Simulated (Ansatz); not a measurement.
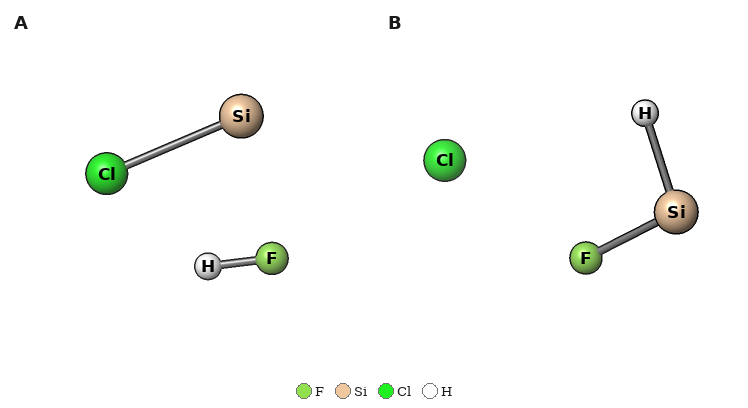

2 stationary structures of one formula. The species is neutral and a spin doublet. Geometries: PBE-D4/def2-SVP. Electronic energies: PBE-D4/def2-SVP (Ansatz 0.2.0), without zero-point energy. No frequency run is at hand to confirm each as a minimum.

Rank them by energy, lowest first.

A is lowest (Cs); B lies 1.391 eV above it.
